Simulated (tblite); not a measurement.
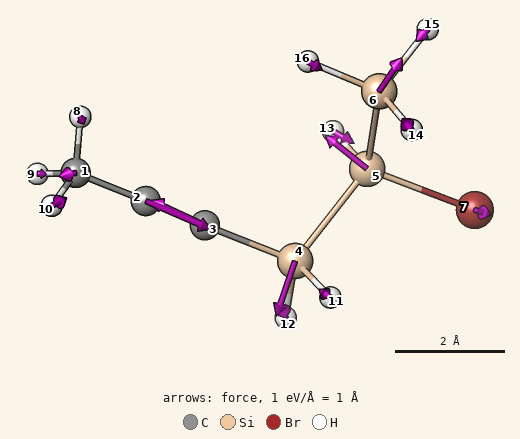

Starting geometry of C₃H₉BrSi₃ with the computed forces as purple arrows. The picture is a ball-and-stick view, seen at a tilt.

These are results of GFN2-xTB geometry optimisation, gas phase in tblite 0.8.0, not measurements. 

> What follows when this structure is relaxed?

It isn't relaxed: the largest force vector, on C2, is 1.37 eV/Å. The final displacements have little in common with the starting forces (cosine between the two patterns 0.23). The largest move after the best rigid fit is that of H11, 0.32 Å. Largest moves by element: H 0.32 Å, Si 0.23 Å, C 0.14 Å, Br 0.12 Å. Some distances before and after: Si5–Br7 2.217 → 2.279 Å, Si4–Si5 2.286 → 2.333 Å, Si4–H12 1.501 → 1.468 Å, Si5–Si6 2.294 → 2.321 Å. Among the angles between lasting bonds that change: Si4–Si5–Si6 104.7° → 119.9°, Br7–Si5–H13 107.9° → 98.1°, C3–Si4–Si5 110.4° → 103.7°. Over 64 geometry steps the energy falls by 22.0 kJ/mol.
